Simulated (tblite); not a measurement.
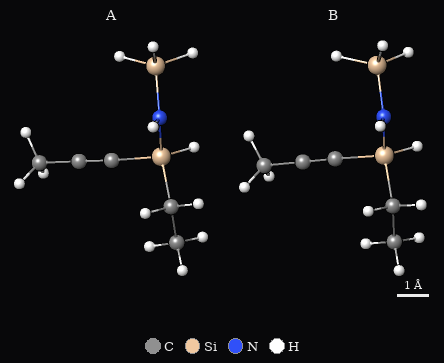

Two geometries of C₅H₁₃NSi₂, drawn at one scale. One is the start of a relaxation, the other its converged end. The picture is a ball-and-stick view, seen at a tilt.

Method: GFN2-xTB geometry optimisation, gas phase in tblite. 

Which one is relaxed?

Answer. Structure B is the relaxed one. Over 83 geometry steps the energy falls by 3.70 kJ/mol. An H atom moves most after the best rigid fit: 0.38 Å. By element the largest moves are H 0.38 Å, C 0.15 Å, N 0.08 Å, Si 0.07 Å. Some distances before and after: C–C 1.189 → 1.206 Å, C–C 1.462 → 1.446 Å, C–Si 1.866 → 1.851 Å, C–H 1.079 → 1.090 Å. Among the angles between lasting bonds that change: C–C–Si 176.1° → 178.1°. Cost: 3 s on 1 thread of Intel(R) Xeon(R) Platinum 8488C (shared host).
